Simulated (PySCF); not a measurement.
**C2H13NOSi3 (SMILES CCO[SiH2]N([SiH3])[SiH3]): density, localisation and related maps**

The calculation's input:

```
{"job": {"kind": "nmr", "xc": "PBE0", "basis": "pcSseg-1"}, "charge": 0, "multiplicity": 1}
C      3.116928     0.596835    -0.444259
C      2.277432    -0.670725    -0.373915
O      0.919440    -0.345085    -0.405862
Si    -0.255791    -0.929248     0.532880
N     -1.613109    -0.006033    -0.000442
Si    -1.357180     1.247310    -1.191279
Si    -3.113648    -0.362368     0.790776
H      2.863568     1.154190    -1.342240
H      2.911461     1.223441     0.419856
H      4.174273     0.345618    -0.461235
H      2.495647    -1.317955    -1.232628
H      2.511901    -1.230056     0.538329
H     -0.465460    -2.363034     0.303189
H      0.036733    -0.702738     1.953704
H     -2.671141     1.859189    -1.400912
H     -0.870512     0.659386    -2.440063
H     -0.424157     2.252015    -0.675521
H     -3.042102     0.061335     2.192599
H     -3.328676    -1.809562     0.744836
H     -4.170752     0.348163     0.079456
```

Run with:

```sh
OMP_NUM_THREADS=1 python probes_run.py task.json out
```

Geometry: GFN2-xTB.

Computed with PySCF 2.14.0, PBE0/pcSseg-1, SCF density, gas phase, non-relativistic.

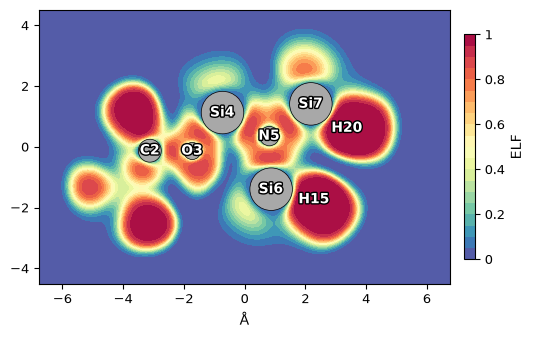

Figure 1. ELF on the plane of atoms Si4, N5 and Si6. Grey discs cover the atomic cores.

**What does the map show?**

The section cuts through C, O, Si, N and H sites.
C–O (1.40 Å): the ELF peaks at about 0.90 between the atoms; a shared but strongly polarised pair.
Si–O (1.61 Å): the ELF peaks at about 0.85 between the atoms, as expected for a polar covalent bond.
Si–N (1.73 Å): the ELF peaks at about 0.90 between the atoms, as expected for a shared but strongly polarised pair.
Si–H (1.46 Å): the ELF climbs to about 1 towards the hydrogen, as it does in any bond to H.
The ELF also peaks beside O3, away from the bonds: lone-pair regions.

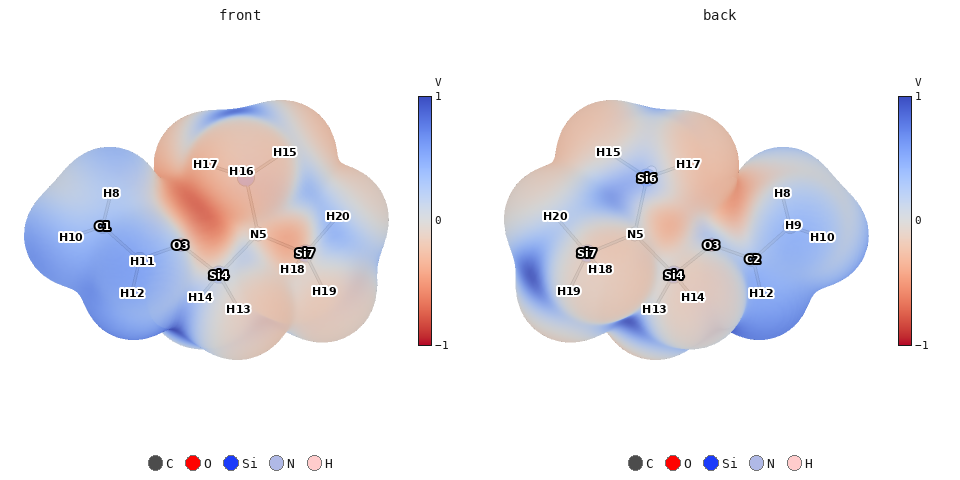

Figure 2. The electrostatic potential painted on the density surface at 0.001 e/bohr³, seen from the front and from behind; the colour scale runs from red (negative) to blue (positive).

**Describe the electrostatic potential map.**

The most negative region (about −0.7 V) lies over O3 and H16, the most positive (about +0.9 V) over Si4 and Si7.

**What dipole moment does the calculation give?**

Its dipole moment is 1.56 D.
